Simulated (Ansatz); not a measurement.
# WHSO₂F: geometry relaxation

System: WHSO₂F.
Method: RKS PBE-D4/def2-SVP (Ansatz 0.2.0).

The geometry: force-field start.

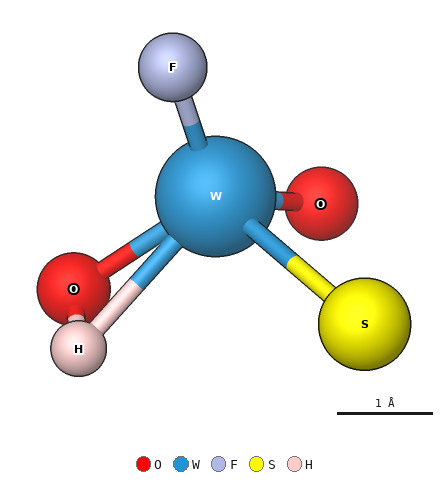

Fig. 1: The structure as given in the input (ball-and-stick view, seen at a tilt). Sticks mark near contacts.

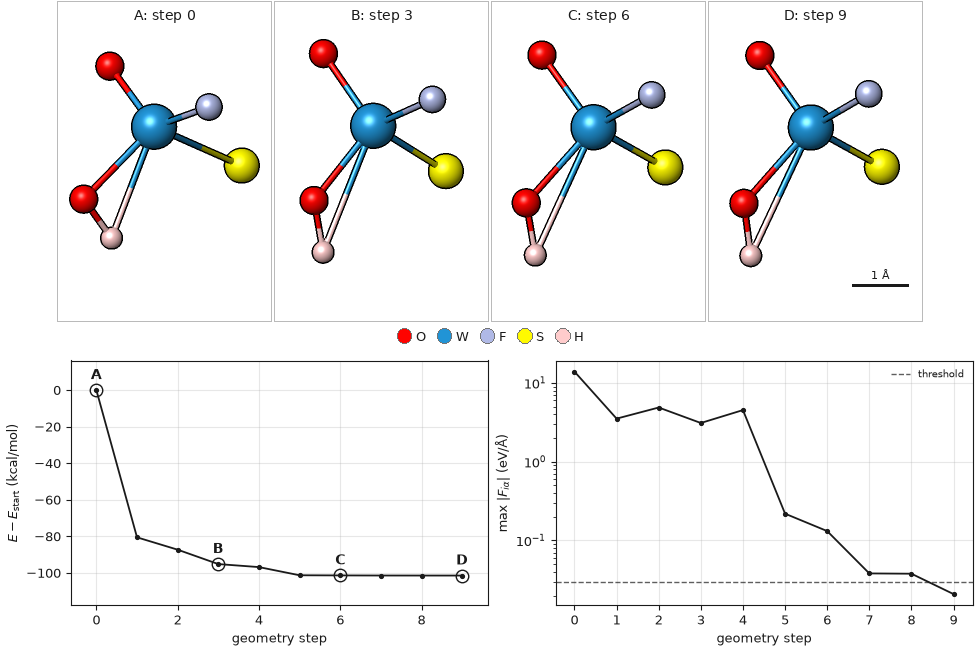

Fig. 2: Frames of the relaxation (ball-and-stick view, seen at a tilt) above the curves, on which the letters mark them (the first geometry is step 0 here and step 1 in the log).

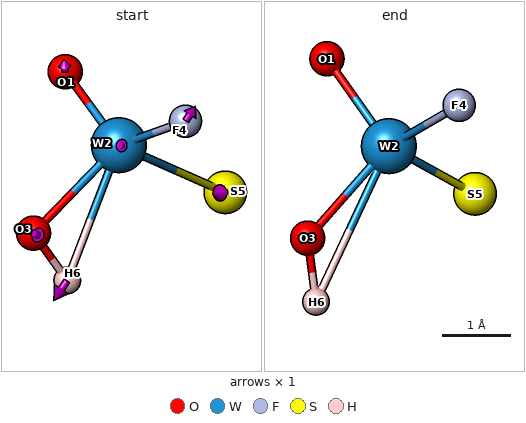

Fig. 3: Before (left) and after (right) the relaxation, at one scale (ball-and-stick view, seen at a tilt). The pink arrows give the displacements, at true length. Over 9 geometry steps the energy falls by 101.4 kcal/mol. Largest force component: 14 eV/Å at the start, 0.021 eV/Å at the end. The largest move after the best rigid fit is that of H6, 0.38 Å. By element the largest moves are H 0.38 Å, S 0.36 Å, O 0.29 Å, F 0.29 Å, W 0.22 Å. Among the contacts that change: W2–S5 2.695 → 2.152 Å, W2–H6 2.158 → 2.573 Å, W2–F4 1.623 → 1.877 Å, O1–W2 1.624 → 1.716 Å. Among the angles that change: W2–O3–H6 92.1° → 125.1°, W2–H6–O3 61.1° → 36.8°, O1–W2–F4 124.8° → 109.6°. (Atoms are counted from 1 in the order of the input.)

The input that produced these results follows, with the program's output.

The input:
```yaml
crystal:
  periodic: [false, false, false]
  atoms:
    - {symbol: O, position_ang: [0.827500, -1.219700, -1.123000]}
    - {symbol: W, position_ang: [0.474100, -0.013900, -0.094400]}
    - {symbol: O, position_ang: [-0.797200, 1.073000, -0.975000]}
    - {symbol: F, position_ang: [1.572200, 0.877100, 0.701500]}
    - {symbol: S, position_ang: [-0.574800, -1.707100, 1.720500]}
    - {symbol: H, position_ang: [-1.459700, 0.926600, -0.275700]}
basis:
  gaussian: {orbitals: def2-SVP}
hamiltonian: {xc: pbe, dispersion: d4}
relax: {f_tol: 0.03, max_steps: 200}
```

Launched with:
```bash
ansatz run in.yaml --threads 4 --pin off --events-out ev --progress --plain --max-ram 10444MiB
```

Output:
```
Functional definition: PBE
  name "PBE"
  cite "Perdew, Burke & Ernzerhof, Phys. Rev. Lett. 77, 3865 (1996) doi:10.1103/PhysRevLett.77.3865"
  parent pbe
  parameter kappa = 0.804
  parameter beta = 0.06672455060314922
  exchange = pbe_x(kappa = kappa, mu = beta*pi^2/3)
  correlation = pbe_c(beta = beta)
1004 factors; their error is unknown
mean field evaluation 1: about -19452.3990 eV, gradient 9.7e1 eV
mean field evaluation 2: about -19143.8779 eV, gradient 3.3e2 eV
mean field evaluation 4: about -19432.2741 eV, gradient 1.1e2 eV
mean field evaluation 8: about -19463.1428 eV, gradient 5.2e1 eV
mean field evaluation 16: about -19470.9305 eV, gradient 1.5e-5 eV
mean field -19470.93053624 eV, -715.5434993360 hartree, gradient 1.5e-5 eV, S^2 0.000000; 1 other end points of the search recorded, 0 dependent functions left out
the calculation of the forces begins
reference -19470.93059413 eV, -715.5435014635 hartree; 28, 28 occupied and 69, 69 virtual orbitals, 1004 factors
relax step   1: F+E_penalty+E_count = -19471.09156025 eV  Δ(F+E_penalty+E_count) = +0.000e0 eV  max|allowed force component| = 1.392e1 eV/Å  Δτ_max = 0.0000 Å  (73 SCF iters, accepted)
these checks for a lower state are left out or cut short: starts, cluster_reference, orbital_swaps, neighbouring_geometries, increment
1004 factors; their error is unknown
mean field -19474.41960276 eV, -715.6717201656 hartree, gradient 2.4e-5 eV, S^2 0.000000; 0 other end points of the search recorded, 0 dependent functions left out
the calculation of the forces begins
reference -19474.41966428 eV, -715.6717224266 hartree; 28, 28 occupied and 69, 69 virtual orbitals, 1004 factors
relax step   2: F+E_penalty+E_count = -19474.58236050 eV  Δ(F+E_penalty+E_count) = -3.491e0 eV  max|allowed force component| = 3.523e0 eV/Å  Δτ_max = 0.1948 Å  (42 SCF iters, accepted)
these checks for a lower state are left out or cut short: starts, cluster_reference, orbital_swaps, neighbouring_geometries, increment
1004 factors; their error is unknown
mean field evaluation 32: about -19474.4952 eV, gradient 5.9e0 eV
mean field -19474.70715085 eV, -715.6822873630 hartree, gradient 1.4e-5 eV, S^2 0.000000; 0 other end points of the search recorded, 0 dependent functions left out
the calculation of the forces begins
reference -19474.70721411 eV, -715.6822896880 hartree; 28, 28 occupied and 69, 69 virtual orbitals, 1004 factors
relax step   3: F+E_penalty+E_count = -19474.87500819 eV  Δ(F+E_penalty+E_count) = -2.926e-1 eV  max|allowed force component| = 4.877e0 eV/Å  Δτ_max = 0.1948 Å  (42 SCF iters, accepted)
these checks for a lower state are left out or cut short: starts, cluster_reference, orbital_swaps, neighbouring_geometries, increment
1004 factors; their error is unknown
mean field -19475.04750498 eV, -715.6947951469 hartree, gradient 1.6e-5 eV, S^2 0.000000; 0 other end points of the search recorded, 0 dependent functions left out
the calculation of the forces begins
reference -19475.04756729 eV, -715.6947974364 hartree; 28, 28 occupied and 69, 69 virtual orbitals, 1004 factors
relax step   4: F+E_penalty+E_count = -19475.21637391 eV  Δ(F+E_penalty+E_count) = -3.414e-1 eV  max|allowed force component| = 3.101e0 eV/Å  Δτ_max = 0.1998 Å  (42 SCF iters, accepted)
these checks for a lower state are left out or cut short: starts, cluster_reference, orbital_swaps, neighbouring_geometries, increment
1004 factors; their error is unknown
mean field -19475.12065998 eV, -715.6974835433 hartree, gradient 1.6e-5 eV, S^2 0.000000; 0 other end points of the search recorded, 0 dependent functions left out
the calculation of the forces begins
reference -19475.12072291 eV, -715.6974858559 hartree; 28, 28 occupied and 69, 69 virtual orbitals, 1004 factors
relax step   5: F+E_penalty+E_count = -19475.28775083 eV  Δ(F+E_penalty+E_count) = -7.138e-2 eV  max|allowed force component| = 4.523e0 eV/Å  Δτ_max = 0.0887 Å  (38 SCF iters, accepted)
these checks for a lower state are left out or cut short: starts, cluster_reference, orbital_swaps, neighbouring_geometries, increment
1004 factors; their error is unknown
mean field evaluation 64: about -19475.3156 eV, gradient 1.5e-5 eV
mean field -19475.31563342 eV, -715.7046486851 hartree, gradient 1.5e-5 eV, S^2 0.000000; 0 other end points of the search recorded, 0 dependent functions left out
the calculation of the forces begins
reference -19475.31569628 eV, -715.7046509951 hartree; 28, 28 occupied and 69, 69 virtual orbitals, 1004 factors
relax step   6: F+E_penalty+E_count = -19475.48183896 eV  Δ(F+E_penalty+E_count) = -1.941e-1 eV  max|allowed force component| = 2.189e-1 eV/Å  Δτ_max = 0.1161 Å  (39 SCF iters, accepted)
these checks for a lower state are left out or cut short: starts, cluster_reference, orbital_swaps, neighbouring_geometries, increment
1004 factors; their error is unknown
mean field -19475.31915354 eV, -715.7047780470 hartree, gradient 1.1e-5 eV, S^2 0.000000; 0 other end points of the search recorded, 0 dependent functions left out
the calculation of the forces begins
reference -19475.31921635 eV, -715.7047803554 hartree; 28, 28 occupied and 69, 69 virtual orbitals, 1004 factors
relax step   7: F+E_penalty+E_count = -19475.48528120 eV  Δ(F+E_penalty+E_count) = -3.442e-3 eV  max|allowed force component| = 1.316e-1 eV/Å  Δτ_max = 0.0385 Å  (33 SCF iters, accepted)
these checks for a lower state are left out or cut short: starts, cluster_reference, orbital_swaps, neighbouring_geometries, increment
1004 factors; their error is unknown
mean field -19475.32122712 eV, -715.7048542497 hartree, gradient 2.5e-5 eV, S^2 0.000000; 0 other end points of the search recorded, 0 dependent functions left out
the calculation of the forces begins
reference -19475.32128997 eV, -715.7048565596 hartree; 28, 28 occupied and 69, 69 virtual orbitals, 1004 factors
relax step   8: F+E_penalty+E_count = -19475.48757654 eV  Δ(F+E_penalty+E_count) = -2.295e-3 eV  max|allowed force component| = 3.816e-2 eV/Å  Δτ_max = 0.0139 Å  (32 SCF iters, accepted)
these checks for a lower state are left out or cut short: starts, cluster_reference, orbital_swaps, neighbouring_geometries, increment
1004 factors; their error is unknown
mean field -19475.32172963 eV, -715.7048727166 hartree, gradient 1.7e-5 eV, S^2 0.000000; 0 other end points of the search recorded, 0 dependent functions left out
the calculation of the forces begins
reference -19475.32179247 eV, -715.7048750261 hartree; 28, 28 occupied and 69, 69 virtual orbitals, 1004 factors
relax step   9: F+E_penalty+E_count = -19475.48811605 eV  Δ(F+E_penalty+E_count) = -5.395e-4 eV  max|allowed force component| = 3.784e-2 eV/Å  Δτ_max = 0.0082 Å  (33 SCF iters, accepted)
these checks for a lower state are left out or cut short: starts, cluster_reference, orbital_swaps, neighbouring_geometries, increment
1004 factors; their error is unknown
mean field -19475.32222160 eV, -715.7048907963 hartree, gradient 1.5e-5 eV, S^2 0.000000; 0 other end points of the search recorded, 0 dependent functions left out
the calculation of the forces begins
reference -19475.32228443 eV, -715.7048931052 hartree; 28, 28 occupied and 69, 69 virtual orbitals, 1004 factors
relax step  10: F+E_penalty+E_count = -19475.48859919 eV  Δ(F+E_penalty+E_count) = -4.831e-4 eV  max|allowed force component| = 2.085e-2 eV/Å  Δτ_max = 0.0160 Å  (32 SCF iters, accepted)
1004 factors; their error is unknown
mean field evaluation 96: about -19172.6989 eV, gradient 3.1e2 eV
mean field -19475.32222160 eV, -715.7048907963 hartree, gradient 1.5e-5 eV, S^2 0.000000; 1 other end points of the search recorded, 0 dependent functions left out
the calculation of the forces begins
reference -19475.32228443 eV, -715.7048931052 hartree; 28, 28 occupied and 69, 69 virtual orbitals, 1004 factors
Total energy: -19475.48866202 eV, -715.7110073688 hartree
Atom 0 at     1.016709    -1.234863    -1.198647 Å, force     0.001066    -0.004366    -0.018604 eV/Å
Atom 1 at     0.410279    -0.186414     0.017142 Å, force     0.007514    -0.011663     0.008981 eV/Å
Atom 2 at    -0.913939     0.890810    -0.782775 Å, force    -0.019186     0.014585     0.011157 eV/Å
Atom 3 at     1.828082     0.778755     0.779348 Å, force    -0.005754     0.004721     0.003297 eV/Å
Atom 4 at    -0.515901    -1.409041     1.527258 Å, force     0.003386    -0.005328     0.016020 eV/Å
Atom 5 at    -1.783131     1.096752    -0.388427 Å, force     0.012975     0.002050    -0.020851 eV/Å
Dipole moment:    -0.439734     0.477449     0.050753 e Å
```

Trajectory as extended XYZ (Å, eV, eV/Å), 10 frames, from step=1 to step=10:
```
6
Properties=species:S:1:pos:R:3:forces:R:3 step=1 energy=-19471.09156
O     0.8275   -1.2197   -1.1230    2.7565  -3.9151  -4.3081
W     0.4741   -0.0139   -0.0944  -13.9246  -7.6687   0.1565
O    -0.7972    1.0730   -0.9750    0.2412  -0.0542   0.0268
F     1.5722    0.8771    0.7015   10.8170   7.8338   6.7534
S    -0.5748   -1.7071    1.7205    1.4665   3.2618  -2.7954
H    -1.4597    0.9266   -0.2757   -1.3566   0.5424   0.1668
6
Properties=species:S:1:pos:R:3:forces:R:3 step=2 energy=-19474.58236
O     0.8746   -1.2457   -1.1956    0.7727   0.0826  -0.2592
W     0.3752   -0.1467    0.0081   -2.8406  -3.5230   0.7489
O    -0.7929    1.0359   -0.9421   -0.1455  -0.9117   1.1158
F     1.6362    0.9106    0.7411    2.0838   1.1826   0.9534
S    -0.5307   -1.5767    1.6235    0.9080   2.4593  -2.2155
H    -1.5204    0.9586   -0.2811   -0.7783   0.7102  -0.3434
6
Properties=species:S:1:pos:R:3:forces:R:3 step=3 energy=-19474.87501
O     0.9292   -1.2365   -1.2027    0.2700  -0.4126   0.2522
W     0.3418   -0.2523    0.0770    2.5263   3.5668  -4.8766
O    -0.7986    0.9613   -0.8766   -0.9076  -0.8254   1.3979
F     1.6609    0.8909    0.7358    0.4768  -0.1023   0.4685
S    -0.5025   -1.4318    1.4964   -2.3250  -2.7555   3.4071
H    -1.5888    1.0044   -0.2760   -0.0405   0.5289  -0.6490
6
Properties=species:S:1:pos:R:3:forces:R:3 step=4 energy=-19475.21637
O     1.0304   -1.2593   -1.2452    0.1496  -0.2470  -0.4935
W     0.4191   -0.1944   -0.0527    1.8416  -2.5453   3.1012
O    -0.8560    0.8407   -0.7280   -2.4288   2.1438  -1.9144
F     1.7403    0.8446    0.7693    0.3202   0.0963  -0.0293
S    -0.5942   -1.3543    1.5138    0.5544   0.3579  -0.7279
H    -1.6974    1.0588   -0.3034   -0.4369   0.1943   0.0640
6
Properties=species:S:1:pos:R:3:forces:R:3 step=5 energy=-19475.28775
O     0.9982   -1.2452   -1.2234   -0.0084   0.1348   0.1763
W     0.4192   -0.1892    0.0064   -0.0722  -0.1476   0.0291
O    -0.9051    0.9075   -0.7594    4.3691  -0.6674  -2.2764
F     1.8008    0.8282    0.7701    0.0513  -0.1150  -0.0047
S    -0.5744   -1.3796    1.5094    0.1835   0.0620  -0.1166
H    -1.6967    1.0143   -0.3491   -4.5234   0.7332   2.1924
6
Properties=species:S:1:pos:R:3:forces:R:3 step=6 energy=-19475.48184
O     1.0278   -1.2606   -1.1943   -0.0174   0.1543   0.0551
W     0.4126   -0.1965    0.0073   -0.1553  -0.1360  -0.0418
O    -0.9146    0.8797   -0.8025   -0.1569  -0.0164   0.1949
F     1.7956    0.8173    0.7710    0.0250  -0.0597   0.0140
S    -0.5308   -1.4217    1.5122    0.0858   0.1216  -0.0450
H    -1.7485    1.1178   -0.3398    0.2189  -0.0639  -0.1773
6
Properties=species:S:1:pos:R:3:forces:R:3 step=7 energy=-19475.48528
O     1.0224   -1.2290   -1.2156   -0.0190  -0.0554   0.0773
W     0.4083   -0.1970    0.0115   -0.0280   0.0907   0.0438
O    -0.9112    0.8834   -0.7977   -0.0646  -0.0218   0.1085
F     1.8100    0.7845    0.7836   -0.0130  -0.0252  -0.0292
S    -0.5237   -1.4026    1.5395    0.0615   0.0087  -0.1316
H    -1.7638    1.0967   -0.3674    0.0630   0.0032  -0.0689
6
Properties=species:S:1:pos:R:3:forces:R:3 step=8 energy=-19475.48758
O     1.0201   -1.2376   -1.2050   -0.0056   0.0069   0.0220
W     0.4104   -0.1894    0.0105   -0.0195   0.0029   0.0304
O    -0.9146    0.8878   -0.7935    0.0240  -0.0272   0.0370
F     1.8169    0.7841    0.7837   -0.0029  -0.0092  -0.0230
S    -0.5214   -1.4026    1.5274    0.0237   0.0044  -0.0382
H    -1.7694    1.0937   -0.3691   -0.0197   0.0223  -0.0282
6
Properties=species:S:1:pos:R:3:forces:R:3 step=9 energy=-19475.48812
O     1.0200   -1.2377   -1.2012   -0.0032   0.0072  -0.0035
W     0.4105   -0.1878    0.0123   -0.0058  -0.0217   0.0378
O    -0.9153    0.8878   -0.7896   -0.0085   0.0018   0.0219
F     1.8212    0.7825    0.7816   -0.0037  -0.0015  -0.0118
S    -0.5197   -1.4051    1.5258    0.0175   0.0046  -0.0133
H    -1.7746    1.0963   -0.3750    0.0038   0.0098  -0.0312
6
Properties=species:S:1:pos:R:3:forces:R:3 step=10 energy=-19475.48860
O     1.0167   -1.2349   -1.1986    0.0011  -0.0044  -0.0186
W     0.4103   -0.1864    0.0171    0.0075  -0.0117   0.0090
O    -0.9139    0.8908   -0.7828   -0.0192   0.0146   0.0112
F     1.8281    0.7788    0.7793   -0.0058   0.0047   0.0033
S    -0.5159   -1.4090    1.5273    0.0034  -0.0053   0.0160
H    -1.7831    1.0968   -0.3884    0.0130   0.0021  -0.0209
```

Summary:

| quantity | value |
| --- | --- |
| outcome | converged |
| total energy | −19475.4887 eV |
| mean-field energy | −19475.3223 eV |
| dispersion energy | −0.1664 eV |
| SCF solution under orbital rotations | stable |
| largest force (length of the vector) at the end | 0.027 eV/Å |
| dipole moment | 3.13 D |
| hardware | 4 threads of Arm Neoverse V1, 23 GiB of memory available, shared host |
| wall time | 16 s (CPU time 55 s) |
| peak memory | 0.16 GiB |
